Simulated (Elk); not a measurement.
# Collinear magnetic orders of ZrNi5 with Elk, part 2 of 3

Aim: find out whether ZrNi5 carries moments, and which collinear order costs least.

Elk 11.2.3 (patched build); PBEsol; all-electron APW+lo, Dirac cores, scalar-relativistic bands.

So far. Step 2 (Run 1 (ferro +++++)): After 34 cycles the largest moment stands at 0.262 μB.

The database entry behind the starting cell has ideal inner coordinates that were not refined, so it need not match the best structure at ambient conditions.

**3. Run 2 (ferri +----)**

Reversing part of the moments tests the sign of the couplings between them.

Contents of elk.in:

```
tasks
  0

xctype
  22

rgkmax
  7.0

nempty
  14

swidth
  0.003

reducebf
  0.5

epsengy
  1e-05

maxscl
  100

lmaxi
  2

spinpol
  .true.

sppath
  './'

avec
  0.00000000000 6.33247224362 6.33247224362
  6.33247224362 0.00000000000 6.33247224362
  6.33247224362 6.33247224362 0.00000000000

atoms
  2
  'Zr.in'
  1
  0.0000000000 0.0000000000 0.0000000000   0.000000 0.000000 0.000000
  'Ni.in'
  5
  0.2500000000 0.2500000000 0.2500000000   0.000000 0.000000 -0.075000
  0.6250000000 0.6250000000 0.6250000000   0.000000 0.000000 0.075000
  0.1250000000 0.6250000000 0.6250000000   0.000000 0.000000 0.075000
  0.6250000000 0.6250000000 0.1250000000   0.000000 0.000000 0.075000
  0.6250000000 0.1250000000 0.6250000000   0.000000 0.000000 0.075000

ngridk
  4 4 4
```

Launch:

```bash
OMP_NUM_THREADS=4 elk
```

Numbers of over 12 decimals in the logs are rounded to 6 here.

What it wrote:

```text
Warning(gndstate): core states of species 2 leak from the muffin-tin :   0.7628807913E-03

--- INFO.OUT ---
┌─────────────────────────┐
│ Elk code version 11.2.3 │
└─────────────────────────┘

All units are atomic (Hartree, Bohr, etc.)

┌─────────────────────────────────────────────────┐
│ Ground-state run starting from atomic densities │
└─────────────────────────────────────────────────┘

Lattice vectors :
   0.000000000       6.332472244       6.332472244
   6.332472244       0.000000000       6.332472244
   6.332472244       6.332472244       0.000000000

Species : 1 (Zr)
 parameters loaded from : Zr.in
 name : zirconium
 nuclear charge    :   -40.00000000
 electronic charge :    40.00000000
 atomic mass :    166291.1793
 muffin-tin radius :    2.600000000
 number of radial points in muffin-tin :   1193
 inner part over the whole radius :   0.9967875514E-02
 number on inner part of muffin-tin    :    848
 approximate nuclear radius :   0.8202877663E-04
 number of mesh points to nuclear radius :    417
 atomic positions (lattice), magnetic fields (Cartesian) :
  1 :   0.00000000  0.00000000  0.00000000    0.00000000  0.00000000  0.00000000

Species : 2 (Ni)
 parameters loaded from : Ni.in
 name : nickel
 nuclear charge    :   -28.00000000
 electronic charge :    28.00000000
 atomic mass :    106991.5231
 muffin-tin radius :    2.213867033
 number of radial points in muffin-tin :    993
 inner part over the whole radius :   0.9868471168E-02
 number on inner part of muffin-tin    :    699
 approximate nuclear radius :   0.7325707712E-04
 number of mesh points to nuclear radius :    336
 atomic positions (lattice), magnetic fields (Cartesian) :
  1 :   0.25000000  0.25000000  0.25000000    0.00000000  0.00000000 -0.07500000
  2 :   0.62500000  0.62500000  0.62500000    0.00000000  0.00000000  0.07500000
  3 :   0.12500000  0.62500000  0.62500000    0.00000000  0.00000000  0.07500000
  4 :   0.62500000  0.62500000  0.12500000    0.00000000  0.00000000  0.07500000
  5 :   0.62500000  0.12500000  0.62500000    0.00000000  0.00000000  0.07500000

Total number of atoms per unit cell :    6
Total muffin-tin volume :    300.8770540
 ratio of muffin-tin to unit cell volume :   0.5924329264

Spin treatment :
 spin-polarised
 global magnetic field (Cartesian) :    0.000000000       0.000000000       0.000000000
 collinear magnetisation in z-direction

Number of Bravais lattice symmetries :   48
Number of crystal symmetries         :   24
Crystal has no inversion symmetry
Complex Hermitian eigensolver will be used

k-point grid :      4     4     4
k-point offset :    0.000000000       0.000000000       0.000000000
k-point set is reduced with full crystal symmetry group
Total number of k-points :       10

Muffin-tin radius times maximum |G+k| :    7.000000000
 using average radius
Maximum |G+k| for APW functions       :    3.072570794
Maximum (1/2)|G+k|²                   :    4.720345643
Maximum |G| for potential and density :    12.00000000
Constant for pseudocharge density :    8
 order of it for each species :   15  15
 order of it for pair densities of each species (exact exchange by exxq0 0: 15) :   13   9
Radial integration step length :    1

G-vector grid sizes :     35    35    35
Number of G-vectors :    14841

Maximum angular momentum used for
 APW functions            :    8
 outer part of muffin-tin :    6
 inner part of muffin-tin :    2

Number of empty states         :     84
Total number of valence states :    262
Total number of core states    :     88

Third-order local-orbitals added for an l without core states : T
Total number of local-orbitals :    123

Exchange-correlation functional :     22     0     0
 PBEsol, Phys. Rev. Lett. 100, 136406 (2008)
 gradient requirement :    1
 generalised gradient approximation (GGA)

Smearing type :    3
 Fermi-Dirac
Smearing width :   0.3000000000E-02
Effective electronic temperature (K) :    947.3250744

Mixing type :    3
 Broyden mixing, J. Phys. A: Math. Gen. 17, L317 (1984)

Kohn-Sham potential initialised from atomic data

┌──────────────────────────────┐
│ Self-consistent loop started │
└──────────────────────────────┘

┌─────────────────┐
│ Loop number : 1 │
└─────────────────┘

Energies :
 Fermi                       :     0.212219
 sum of occupied eigenvalues :     -6507.1849327763
 electron kinetic            :      11432.121453864
 core electron kinetic       :      10571.650821202
 Coulomb                     :     -22204.001288148
 Coulomb potential           :     -17365.838620584
 nuclear-nuclear             :     -1787.8758472479
 electron-nuclear            :     -23528.065760036
 Hartree                     :      3111.9403191353
 Madelung                    :     -13521.081977856
 xc potential                :     -573.12879393076
 xc effective B-field        :    -0.138697
 external B-field            :      0.000000
 exchange                    :     -413.88915701505
 correlation                 :     -9.955699
 electron entropic           :    -0.71159509718552E-02
 total energy                :     -11195.731805910
 (external B-field energy excluded from total)

Density of states at Fermi energy :    231.6304223
 (states/Hartree/unit cell)

Estimated indirect band gap :   0.3651315236E-02
 from k-point 10 to k-point 8
Estimated direct band gap   :   0.6531366646E-02
 at k-point 7

Charges :
 core                        :    88.00000000
 valence                     :    92.00000000
 interstitial                :    7.356737818
 muffin-tins (core leakage)
  species : 1 (Zr)
   atom 1                    :    37.51983133     (  0.2759373650E-05)
  species : 2 (Ni)
   atom 1                    :    26.30418641     (  0.7491768656E-03)
   atom 2                    :    27.20481111     (  0.7755303057E-03)
   atom 3                    :    27.20481111     (  0.7755303057E-03)
   atom 4                    :    27.20481111     (  0.7755303057E-03)
   atom 5                    :    27.20481111     (  0.7755303057E-03)
 total in muffin-tins        :    172.6432622
 total calculated charge     :    179.9953879
 total charge                :    180.0000000
 error                       :   0.4612071899E-02

Moments :
 interstitial                :   0.1936219629
 muffin-tins
  species : 1 (Zr)
   atom 1                    :   0.7830223848E-01
  species : 2 (Ni)
   atom 1                    :    1.529320225
   atom 2                    :  -0.9256402778
   atom 3                    :  -0.9256402778
   atom 4                    :  -0.9256402778
   atom 5                    :  -0.9256402778
 total in muffin-tins        :   -2.094938648
 total moment                :   -1.901316685

[... earlier loops left out ...]

┌──────────────────┐
│ Loop number : 38 │
└──────────────────┘

Energies :
 Fermi                       :     0.306852
 sum of occupied eigenvalues :     -6489.0079700374
 electron kinetic            :      11434.460594403
 core electron kinetic       :      10572.601721439
 Coulomb                     :     -22205.679278949
 Coulomb potential           :     -17367.790442269
 nuclear-nuclear             :     -1787.8758472479
 electron-nuclear            :     -23529.861720829
 Hartree                     :      3112.0582891278
 Madelung                    :     -13521.784057814
 xc potential                :     -555.67577934956
 xc effective B-field        :    -0.23427641687184E-02
 external B-field            :      0.000000
 exchange                    :     -413.81101378234
 correlation                 :     -9.960736
 electron entropic           :    -0.67768456873685E-02
 total energy                :     -11194.997210872
 (external B-field energy excluded from total)

Density of states at Fermi energy :    227.6306987
 (states/Hartree/unit cell)

Estimated indirect band gap :   0.9099868282E-03
 from k-point 10 to k-point 7
Estimated direct band gap   :   0.2958080833E-02
 at k-point 7

Charges :
 core                        :    88.00000000
 valence                     :    92.00000000
 interstitial                :    7.320206482
 muffin-tins (core leakage)
  species : 1 (Zr)
   atom 1                    :    37.97686164     (  0.2562997349E-05)
  species : 2 (Ni)
   atom 1                    :    26.73723808     (  0.7470082517E-03)
   atom 2                    :    26.99142345     (  0.7628807913E-03)
   atom 3                    :    26.99142345     (  0.7628807913E-03)
   atom 4                    :    26.99142345     (  0.7628807913E-03)
   atom 5                    :    26.99142345     (  0.7628807913E-03)
 total in muffin-tins        :    172.6797935
 total calculated charge     :    179.9956819
 total charge                :    180.0000000
 error                       :   0.4318054857E-02

Moments :
 interstitial                :   0.3569699945E-01
 muffin-tins
  species : 1 (Zr)
   atom 1                    :   0.2492660288E-01
  species : 2 (Ni)
   atom 1                    :  -0.2622350248
   atom 2                    :  -0.8470853064E-01
   atom 3                    :  -0.8470853064E-01
   atom 4                    :  -0.8470853064E-01
   atom 5                    :  -0.8470853064E-01
 total in muffin-tins        :  -0.5761425444
 total moment                :  -0.5404455450

┌──────────────────────────────┐
│ Self-consistent loop stopped │
└──────────────────────────────┘

Warning : core states of species 2 leak from the muffin-tin :   0.7628807913E-03

Wrote STATE.OUT
```

It took 4.3 min on 4 threads of Arm Neoverse V1, shared host; peak memory 0.54 GiB.

Spin moment in the muffin-tin sphere by atom:

```csv
atom,spin moment in the muffin-tin sphere (μB)
Zr1,0.025
Ni2,-0.262
Ni3,-0.085
Ni4,-0.085
Ni5,-0.085
Ni6,-0.085
```

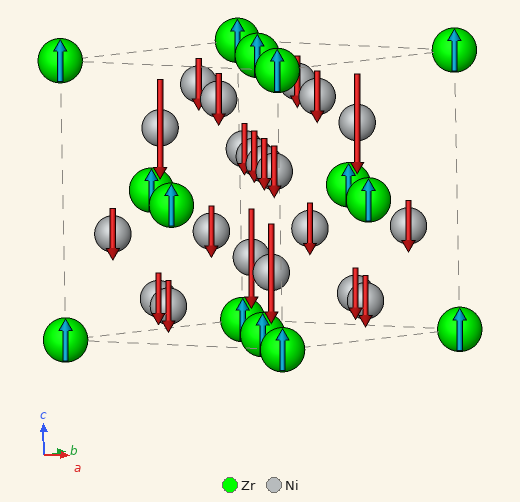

Spin moment in the muffin-tin sphere as arrows, the longest 0.262 μB. Up and down stand for the sign. Arrows give size and sign along the axis of quantisation, drawn up and down the page. Each arrow also spans its atom, so small moments look longer than they are. The two directions have two colours. Some periodic images of atoms are drawn too.

Numbers from this step:

```yaml
density_of_states_at_the_fermi_level: 8.365 states/eV/cell
moment_between_the_spheres: 0.03570 μB
magnetization: -0.5404 μB
final_state: ferromagnetic
```

The moments seeded on 4 Ni atoms fell under 0.15 μB. On 1 Ni atom the moment turned against its typed sign.

It lies level with the first start, and its largest moment is 0.262 μB against 0.262 μB.

**4. Order 3, typed as ferri +++--**

An opposed order shows whether the pairs that it reverses prefer unlike signs.

Changes to elk.in since step 3:

```diff
@@ -46,4 +46,4 @@
   0.2500000000 0.2500000000 0.2500000000   0.000000 0.000000 -0.075000
-  0.6250000000 0.6250000000 0.6250000000   0.000000 0.000000 0.075000
-  0.1250000000 0.6250000000 0.6250000000   0.000000 0.000000 0.075000
+  0.6250000000 0.6250000000 0.6250000000   0.000000 0.000000 -0.075000
+  0.1250000000 0.6250000000 0.6250000000   0.000000 0.000000 -0.075000
   0.6250000000 0.6250000000 0.1250000000   0.000000 0.000000 0.075000
```

Launch:

```bash
OMP_NUM_THREADS=4 elk
```

What it wrote:

```text
Warning(gndstate): too few loops for a start from a stronger field : 100
 a state with a moment may lie lower: a larger maxscl lets the run look
Warning(gndstate): core states of species 2 leak from the muffin-tin :   0.7628557424E-03
Warning(gndstate): a run that a magnetic field began ends without a moment :   0.2504758370E-03
 a state with one may lie lower: start from a stronger field (bfieldc or bfcmt of 10)

--- INFO.OUT ---
┌─────────────────────────┐
│ Elk code version 11.2.3 │
└─────────────────────────┘

[...]
atom 3                    :   0.4114230593E-04
   atom 4                    :   0.3976787209E-04
   atom 5                    :   0.3976787209E-04
 total in muffin-tins        :   0.2646642462E-03
 total moment                :   0.2504758370E-03

┌──────────────────────────────┐
│ Self-consistent loop stopped │
└──────────────────────────────┘

Warning : core states of species 2 leak from the muffin-tin :   0.7628557424E-03

Warning : a run that a magnetic field began ends without a moment :   0.2504758370E-03
 a state with one may lie lower: start from a stronger field (bfieldc or bfcmt of 10)

Wrote STATE.OUT

[key lines of the parts left out:]
total energy                :     -11194.997160921
```

The job ended after 17 min (4 threads; peak memory 0.56 GiB; 64 min of CPU time).

Spin moment in the muffin-tin sphere by atom:

| atom | spin moment in the muffin-tin sphere (μB) |
| --- | --- |
| Zr1 | 0.0000 |
| Ni2 | 0.0001 |
| Ni3 | 0.0000 |
| Ni4 | 0.0000 |
| Ni5 | 0.0000 |
| Ni6 | 0.0000 |

This step gave:

| Property | Result |
| --- | --- |
| final state | non-magnetic |

It lies 0.255 meV a seeded atom over the first start.

**5. Start 4: no spin polarisation**

A run without seeds gives the energy of the state without moments.

Contents of elk.in:

```
tasks
  0

xctype
  22

rgkmax
  7.0

nempty
  14

swidth
  0.003

epsengy
  1e-05

maxscl
  100

lmaxi
  2

sppath
  './'

avec
  0.00000000000 6.33247224362 6.33247224362
  6.33247224362 0.00000000000 6.33247224362
  6.33247224362 6.33247224362 0.00000000000

atoms
  2
  'Zr.in'
  1
  0.0000000000 0.0000000000 0.0000000000   0.000000 0.000000 0.000000
  'Ni.in'
  5
  0.2500000000 0.2500000000 0.2500000000   0.000000 0.000000 0.000000
  0.6250000000 0.6250000000 0.6250000000   0.000000 0.000000 0.000000
  0.1250000000 0.6250000000 0.6250000000   0.000000 0.000000 0.000000
  0.6250000000 0.6250000000 0.1250000000   0.000000 0.000000 0.000000
  0.6250000000 0.1250000000 0.6250000000   0.000000 0.000000 0.000000

ngridk
  4 4 4
```

Launch:

```bash
OMP_NUM_THREADS=4 elk
```

What it wrote:

```text
Warning(gndstate): core states of species 2 leak from the muffin-tin :   0.7628540591E-03

--- INFO.OUT ---
┌─────────────────────────┐
│ Elk code version 11.2.3 │
└─────────────────────────┘

All units are atomic (Hartree, Bohr, etc.)

┌─────────────────────────────────────────────────┐
│ Ground-state run starting from atomic densities │
└─────────────────────────────────────────────────┘

Lattice vectors :
   0.000000000       6.332472244       6.332472244
   6.332472244       0.000000000       6.332472244
[...]
atom 3                    :    26.99109977     (  0.7628540591E-03)
   atom 4                    :    26.99109977     (  0.7628540591E-03)
   atom 5                    :    26.99109977     (  0.7628540591E-03)
 total in muffin-tins        :    172.6807565
 total calculated charge     :    179.9956833
 total charge                :    180.0000000
 error                       :   0.4316717330E-02

┌──────────────────────────────┐
│ Self-consistent loop stopped │
└──────────────────────────────┘

Warning : core states of species 2 leak from the muffin-tin :   0.7628540591E-03

Wrote STATE.OUT

[key lines of the parts left out:]
total energy                :     -11194.997160165
```

Wall time 19 s (4 threads); peak memory 0.2 GiB; 60 s of CPU time.

Numbers from this step:

```yaml
density_of_states_at_the_fermi_level: 8.693 states/eV/cell
final_state: non-magnetic (no spin polarisation)
```

It lies 0.260 meV a seeded atom over the first start.

[end of part 2 of 3]

[Logs and program files are shortened in this print: banners, set-up blocks, solver, clock and traceback lines can be left out without a mark of their own.]

[Logs are printed without paths, hosts, clocks, repeated set-up lines and the standing remarks that a program may print on its own settings, such as how far it seeks lower states.]

[Hosts, paths, dates, database ids (printed as entryN), source tags and the programs' standing remarks are cut or masked in the printed files.]

[Where a cell is said to come from a database of computed structures, the database is the Materials Project.]
